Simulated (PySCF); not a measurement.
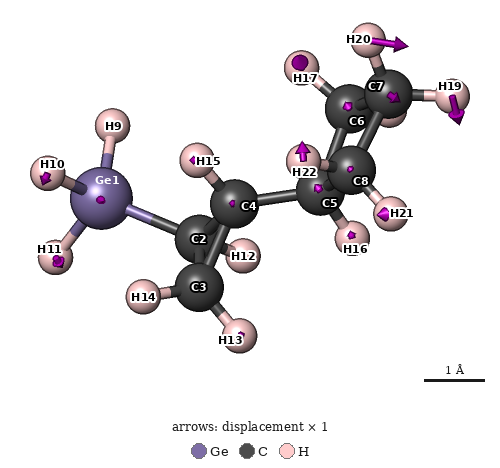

This is a relaxation of C7H14Ge. The starting structure is drawn; purple arrows show the displacements, at their true length. The two geometries are superimposed by the best rigid fit.

The picture is a ball-and-stick view, seen at a tilt.

The start comes from GFN2-xTB. Its atoms were then displaced at random by about 0.01 Å.

Level of theory: PBE0-D3(BJ)/def2-SVP geometry optimisation, gas phase in PySCF. 

### Which element moves most?

Hydrogen: up to 0.70 Å, against 0.26 Å for carbon.

### What happened in the run?

The energy falls by 22.1 kJ/mol in 14 geometry steps. The largest move after the best rigid fit is that of an H atom, 0.70 Å. Largest moves by element: H 0.70 Å, C 0.26 Å, Ge 0.14 Å. Near-neighbour distances that change, for instance: Ge–H 1.501 → 1.543 Å, C–H 1.067 → 1.104 Å, C–C 1.532 → 1.496 Å, C–C 1.471 → 1.499 Å. Among the angles between lasting bonds that change: C–C–H 113.5° → 118.0°, C–C–C 114.8° → 119.2°, C–C–H 113.8° → 118.1°. The run took 10 min on 1 thread of Arm Neoverse N1 (shared host).
